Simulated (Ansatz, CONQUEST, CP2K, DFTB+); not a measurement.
**Codes compared on random packing of Li (88 atoms)**

Aim: run random packing of Li (88 atoms) in several programs and set results and cost side by side. A plane-wave run serves as the reference.

Calculated with Ansatz 0.2.0; Kohn-Sham DFT, PBE, PAW, plane waves.

## Step 1: Starting point

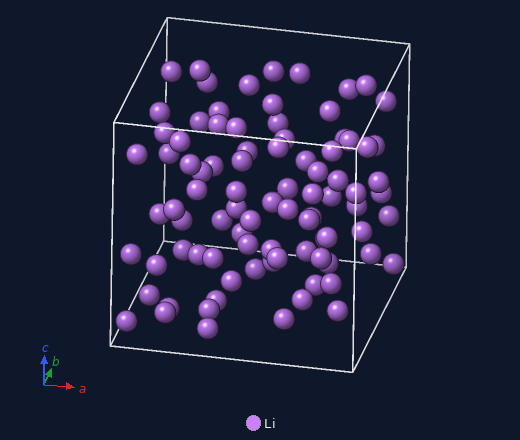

Start, viewed slightly off an axis; lithium purple.

The cell holds 88 atoms: 88 Li. Cell: a = 12.701 Å, b = 12.701 Å, c = 12.701 Å, α = 90.0°, β = 90.0°, γ = 90.0°. 88 atoms (88 Li) packed at random in a cube at 0.495 g/cm³ and pushed apart as soft spheres; a start for melting by ab initio MD, not an equilibrated structure. Then every atom was moved at random, 0.03 Å r.m.s. a Cartesian component.

## Step 2: Reference: Ansatz, plane waves

The PAW files are the set soft_2.

input.yaml

```yaml
crystal:
  lattice:
    - [12.7007, 0.0, 0.0]
    - [0.0, 12.7007, 0.0]
    - [0.0, 0.0, 12.7007]
  atoms:
    - { symbol: Li, position: [0.37755, 0.73956, 0.20166] }
    - { symbol: Li, position: [0.65142, 0.6725, 0.58876] }
    - { symbol: Li, position: [0.86127, 0.11376, 0.53318] }
    - { symbol: Li, position: [0.94755, 0.25423, 0.6768] }
    [... 78 atom lines left out ...]
    - { symbol: Li, position: [0.14604, 0.98513, 0.557] }
    - { symbol: Li, position: [0.06211, 0.45293, 0.02196] }
    - { symbol: Li, position: [0.49226, 0.86675, 0.64744] }
    - { symbol: Li, position: [0.4563, 0.2278, 0.92212] }
    - { symbol: Li, position: [0.71456, 0.87336, 0.34451] }
    - { symbol: Li, position: [0.19504, 0.87949, 0.79008] }
kpoints:
  mp_grid: { grid: [1, 1, 1] }
hamiltonian:
  xc: pbe
scf:
  occupations: { method: fermi_dirac, width: 0.05 }
output:
  forces: true
  eigenvalues: true
  populations: true
  stress: true
```

The run is started by

```console
> ansatz run input.yaml --threads 4 --pin off --max-ram 8192MiB --backend cpu --events-out ev --progress --plain --runs-dir out
```

Numbers of over 12 decimals in the logs are rounded to 6 here.

Output:

```text
[...]
Pseudopotentials: kind: paw
Pseudopotential: Li, paw, valence charge 3, recommended cutoff 420 eV (normal), Li.paw.azcp
[... 5 lines on functional and potentials left out ...]
Crystal: 88 atoms, lattice volume = 2048.722 Å³
Basis set: ecut = 420 eV, 40099 PW (Γ), exchange–correlation on 180×180×180 points (8 copies of the dense FFT grid, shifted against one another)
Bands: 220, of which v1, the nominal top of the filled ones, is band 132 counted from 1 (131 counted from 0)
Symmetry: 1 space group operations
Space group: P1 (ITA 1), of the structure as read, at distance tolerance 1.3e-4 Å
k-points: 1
[... 3 lines on functional and potentials left out ...]
Initial density: superposition of atomic densities (neutral atoms: chi_scale 0, normalization atom), corrected by the library's trained network
Initial wavefunctions: pseudopotential atomic-orbital guess
[...]
SCF iter   1: F=—  HF=-17983.487672 eV  |F-HF|=—  |Δ(HF+E_count)|=         —  Δρ=2.68e-3  dr2=9.98e-1  ethr=1.77e-3  ⟨swp⟩=8.0  Hψ=1163  notcnv=0  defer=42
preconditioner: auto → Kerker (q_TF=auto, 1.939 Å⁻¹)  [metal: Δε(μ)=0.016 eV  Ē_g=3.420 eV  σ=0.050 eV  W_gap=0.08  n_scr=250 (ndim 8)  ℏωp=7.7 eV  f_vac=0.000  D(μ)=73.63/eV (n_scr^D=586)]
[...]
SCF iter   8: F=—  HF=-17983.394810 eV  |F-HF|=—  |Δ(HF+E_count)|=   1.16e-7  Δρ=2.53e-6  dr2=6.96e-7  ethr=2.55e-9  ⟨swp⟩=2.0  Hψ=172  notcnv=0  defer=49
SCF iter   9: F=-17983.394810 eV  HF=-17983.394810 eV  |F-HF|=3.93e-8  |Δ(HF+E_count)|=   1.26e-8  Δρ=8.78e-7  dr2=8.06e-8  ethr=3.79e-11  ⟨swp⟩=16.0  Hψ=1136  notcnv=0
SCF 1 converged in 9 iterations: F = -17983.394810 eV  dr2 = 8.06e-8
[...]
SCF converged after 9 iterations
Free energy (F): -17983.394810 eV
Harris-Foulkes:  -17983.394810 eV  (|F-HF|=3.93e-8)
Internal energy: -17982.754630 eV  (E = F + TS)
E sigma→0 (E₀):  -17983.074720 eV
Entropy (-TS):   -0.640179 eV (-7.275 meV/atom)
Fermi energy:    0.666992 eV
--- Per-component energies (eV) ---
[...]
Σ components = -17983.394810   (vs F -17983.394810, Δ=0.00e0)
--- Forces (eV/Å), atoms counted from 1 ---
  atom   1  Li     0.02974410    -0.15380312     0.16636101
  atom   2  Li     0.21122714     0.75183907    -0.02841486
  atom   3  Li     0.42593879    -0.11866843    -0.71562042
  atom   4  Li     0.72286210     0.01506424     0.17945663
[...]
atom  88  Li     0.15966276    -0.36099297    -0.27333051
  max |Σ_I F_I| component: 4.29e-5 eV/Å
--- Stress (GPa, compression-positive) ---
        1.149456       0.156243       0.064540
        0.156243       1.441580       0.000175
        0.064540       0.000175       0.293125
  P = ⅓ Tr σ = 0.9614 GPa (9.614 kbar)
--- Band table (eV) ---
  k-point 0: bands = ["-46.9720", "-46.9154", "-46.8611", "-46.8543", [... 204 levels ...], "4.3497", "4.3815", "4.4417", "4.4579", "4.4932", "4.5882", "4.6283", "4.6604", "4.6916", "4.7404", "4.8040", "4.8497"]
--- Löwdin populations: 88 sites ---
  site symbol       q [e]
     0     Li      2.8302
     1     Li      2.8467
     2     Li      2.7794
[...]
87     Li      2.9327
  spilling = 0.042141 (of n_electrons = 264.000000)
```

The job ended after 31 s (4 threads of AMD EPYC 7R43, shared host; peak memory 1.6 GiB; 1.8 min of CPU time).

Reading the cycles: dr2 is the Hartree energy of the density residual (eV), the measure of convergence; HF is the Harris–Foulkes estimate of the energy, which meets the free energy F at convergence.

The run gave:

| Quantity | Value |
| --- | --- |
| free energy | -17983.3948 eV |
| free energy per atom | -204.3568 eV/atom |
| SCF cycles | 9 |
| pressure | 0.9614 GPa |
| r.m.s. force component | 0.3791 eV/Å |
| longest force | 1.207 eV/Å |
| Fermi energy | 0.667 eV |
| levels partly filled by over 2 per cent | 14 |
| spilling of the projection | 0.04214 |

Neighbours are counted within 2.98 Å (Li-Li).

Length of the force by element and coordination:

| element | coordination | atoms | mean length of the force (eV/Å) | spread | least | most |
| --- | --- | --- | --- | --- | --- | --- |
| Li | all | 88 | 0.614 | 0.233 | 0.0549 | 1.21 |
| Li | 1 | 2 | 0.283 | 0.0859 | 0.197 | 0.368 |
| Li | 2 | 9 | 0.500 | 0.178 | 0.273 | 0.844 |
| Li | 3 | 18 | 0.576 | 0.174 | 0.220 | 0.905 |
| Li | 4 | 22 | 0.596 | 0.220 | 0.121 | 0.904 |
| Li | 5 | 20 | 0.661 | 0.267 | 0.0549 | 1.21 |
| Li | 6 | 15 | 0.711 | 0.228 | 0.340 | 1.18 |
| Li | 7 | 2 | 0.803 | 0.0955 | 0.707 | 0.898 |

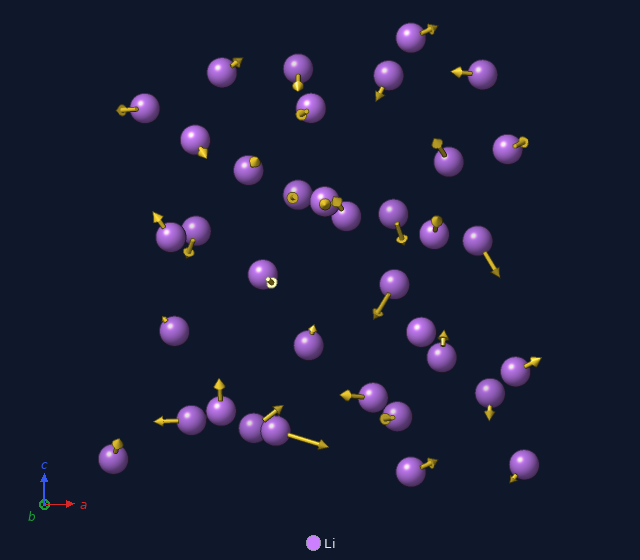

Forces as arrows; the longest in the cell is 1.21 eV/Å. Drawn is a slice 5 Å thick, seen along the normal of the ac plane.

The levels nearest the highest filled one (over half full), pooled over k-points and spins:

| level less the highest filled one (eV) | occupation |
| --- | --- |
| -0.137 | 1.91 |
| -0.108 | 1.85 |
| -0.0591 | 1.65 |
| -0.0152 | 1.32 |
| -0.0058 | 1.23 |
| 0 | 1.18 |
| 0.021 | 0.971 |
| 0.0608 | 0.597 |
| 0.082 | 0.435 |
| 0.0837 | 0.424 |
| 0.126 | 0.207 |
| 0.132 | 0.184 |

## Step 3: Local order

Density 0.495 g/cm³, 23.28 Å³ an atom.

Pair distribution function in bins of 0.2 Å:

| r (Å) | total |
| --- | --- |
| 2.30 | 0.04 |
| 2.50 | 2.90 |
| 2.70 | 1.75 |
| 2.90 | 0.96 |
| 3.10 | 0.99 |
| 3.30 | 0.95 |
| 3.50 | 1.10 |
| 3.70 | 1.06 |
| 3.90 | 0.86 |
| 4.10 | 0.88 |
| 4.30 | 0.91 |
| 4.50 | 0.86 |
| 4.70 | 1.03 |
| 4.90 | 0.99 |
| 5.10 | 1.25 |
| 5.30 | 1.05 |
| 5.50 | 1.04 |
| 5.70 | 0.95 |
| 5.90 | 0.90 |
| 6.10 | 1.00 |
| 6.30 | 1.06 |

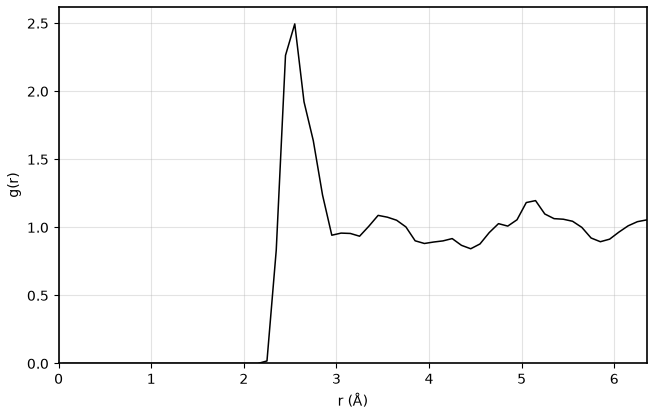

Pair distribution functions, lightly smoothed.

Bonds by pair of elements; cutoffs follow the first minimum of g(r), held within bounds set by covalent radii, and pairs that aren't listed don't count as bonded:

| pair A-B | cutoff (Å) | bonds | mean length (Å) | spread (Å) | shortest (Å) | B about A | A about B |
| --- | --- | --- | --- | --- | --- | --- | --- |
| Li-Li | 2.98 | 183 | 2.64 | 0.159 | 2.39 | 4.16 | 4.16 |

How many atoms have how many bonded neighbours:

| element | mean | 1 | 2 | 3 | 4 | 5 | 6 | 7 |
| --- | --- | --- | --- | --- | --- | --- | --- | --- |
| Li | 4.16 | 2 | 9 | 18 | 22 | 20 | 15 | 2 |

## Step 4: The ladder

The programs:
- CONQUEST 1.3: pseudo-atomic orbitals (double zeta with polarisation, or contracted to multi-site or on-site support functions) with norm-conserving potentials on an integration grid.
- CP2K 2026.2: Gaussian basis with GTH pseudopotentials and a plane-wave density; labels give functional, basis (MOLOPT sets; SR short-range, UZH the newer set with its own potentials), grid cutoff/relative cutoff and solver (OT: orbital transformation; TRS4, TC2, SIGN: linear-scaling purification with its sparsity filter), or its built-in tight binding.
- DFTB+ 25.1: tight binding, with Slater–Koster sets (DFTB) or xTB through its tblite library.

All use the same cell and atoms; the electronic-structure runs use the same k-mesh, and an electronic temperature of 580 K (0.05 eV) where levels are smeared.

Differences are against the plane-wave reference, forces as r.m.s. over components; share is that over the reference's r.m.s. force, slope the least-squares factor from reference forces to these. Total energies of different programs have different zeros and aren't compared.

| run | Δ force, r.m.s. (meV/Å) | share (%) | slope | Δ pressure (GPa) | cores | CPU time | memory (GiB) |
| --- | --- | --- | --- | --- | --- | --- | --- |
| reference | - | - | - | - | 4 | 1.8 min | 1.6 |
| CONQUEST PBE, grid 60 Ha (coarse) | 36.5 | 9.63 | 1.056 | 0.368 | 2 | 11 min | 6.4 |
| CONQUEST PBE, grid 80 Ha | 27.5 | 7.25 | 1.044 | 0.362 | 2 | 12 min | 7.0 |
| CP2K PBE, DZVP-MOLOPT-SR, 800/50 Ry, diagonalisation | 39.0 | 10.3 | 1.095 | 0.451 | 2 | 25 min | 7.6 |
| DFTB+ IPEA1-xTB | 315 | 83.1 | 0.226 | 2.39 | 1 | 50 s | 0.24 |

Rows marked coarse were listed beforehand as settings not expected to be converged; some can still land near the reference.

CPU time is summed over cores on a shared host, where runs went side by side, so it is rough. Symmetry, cutoffs, thresholds, outputs and thread counts weren't matched or tuned between programs; memory under MPI is the largest rank's times the ranks.

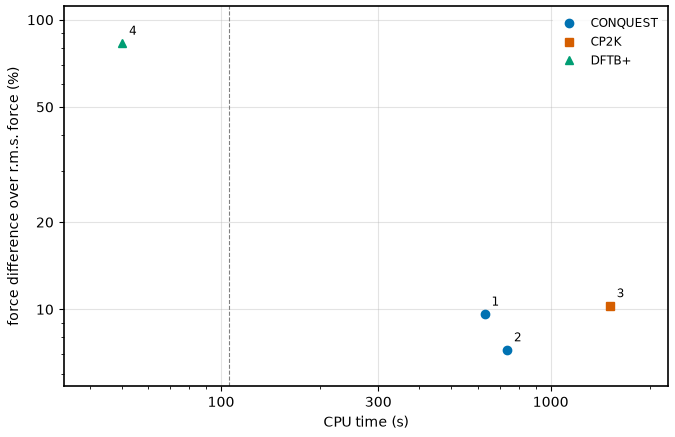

Force difference against CPU time; the dashed line marks the reference's time. Points: 1 CONQUEST PBE, grid 60 Ha; 2 CONQUEST PBE, grid 80 Ha; 3 CP2K PBE, DZVP-MOLOPT-SR, 800/50 Ry, diagonalisation; 4 DFTB+ IPEA1-xTB.

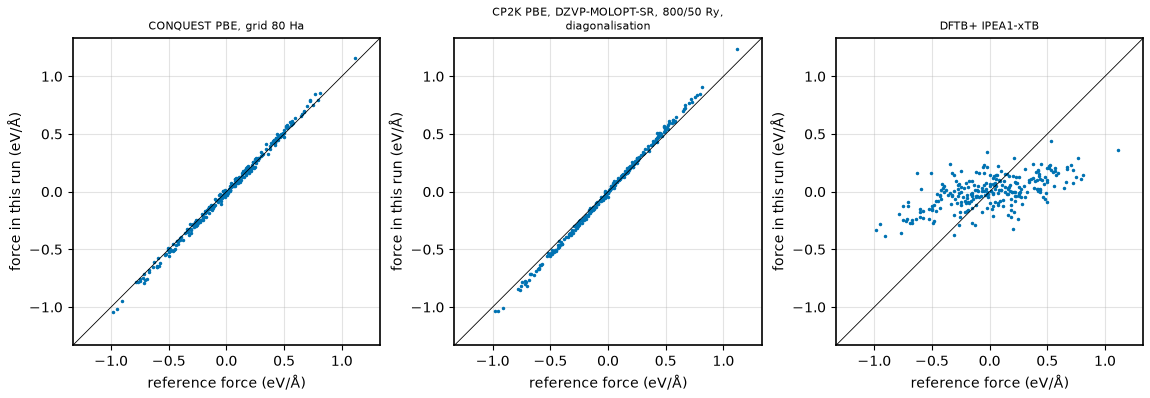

Force components against those of the reference; the line marks equality.

Left out of this page: CONQUEST PBE, grid 80 Ha, multi-site 5 bohr (stopped by an internal error of the program).

Runs without a result: DFTB+ GFN2-xTB (not converged); CP2K PBE+rVV10L, DZVP-MOLOPT-SR, 800/50 Ry, diagonalisation (cut off at its time limit of 19 min).

Within one program, basis, potentials and functional, energies share a zero. Each run against its twin at the usual cutoff or grid and solver:

| run | twin | Δ energy (meV/atom) | Δ force, r.m.s. (meV/Å) | CPU time over the twin's |
| --- | --- | --- | --- | --- |
| CONQUEST PBE, grid 60 Ha | grid 80 Ha | -0.152 | 30.9 | 0.85 |

## Step 5: Summary of results

| Item | Value |
| --- | --- |
| reference r.m.s. force component | 0.379 eV/Å |
| nearest in forces | CONQUEST PBE, grid 80 Ha, 7.3 % |
| farthest in forces | DFTB+ IPEA1-xTB, 83 % |
| cheapest electronic-structure run beside the reference | DFTB+ IPEA1-xTB, 50 s of CPU time |

The PBE runs in local orbitals, coarse settings apart, differ by 7.3 % (CONQUEST PBE, grid 80 Ha) to 10 % (CP2K PBE, DZVP-MOLOPT-SR, 800/50 Ry, diagonalisation); basis, grid and potentials can all enter. Tight binding differs by 83 % (DFTB+ IPEA1-xTB); it is another model, with fitted parameters of its own, and the xTB methods hold dispersion. IPEA1-xTB was fitted to ionisation energies and electron affinities, not to forces or charges. DFTB+ IPEA1-xTB needed 234 SCF steps, so its time overstates the method's usual cost. Runs with settings chosen to be coarse differ by 9.6 % (CONQUEST PBE, grid 60 Ha), their programs' other errors included. One electronic-structure run takes under half the reference's CPU time: DFTB+ IPEA1-xTB, at 83 % in 50 s against 1.8 min, too far off to be of use; its pressure misses by +2.4 GPa. In the reference: 14 levels are partly filled, by over 2 % (at Γ alone), as in a metal. In the reference: the first peak of g(r) lies near 2.5 Å. Periodic xTB results under one method name differ between programs and library versions (DFTB+ here holds tblite 0.3). The electronic-structure runs sample only Γ, in a cell whose shortest periodic width is 13 Å, which is coarse for a cell with partly filled levels.

[Also dropped from logs without a mark: logging warnings of Python, and SIESTA's first energy breakdown and zero terms.]

[Logs are printed without paths, hosts, clocks, repeated set-up lines and the standing remarks that a program may print on its own settings, such as how far it seeks lower states.]

[Hosts, paths, dates, database ids (printed as entryN), source tags and the programs' standing remarks are cut or masked in the printed files.]
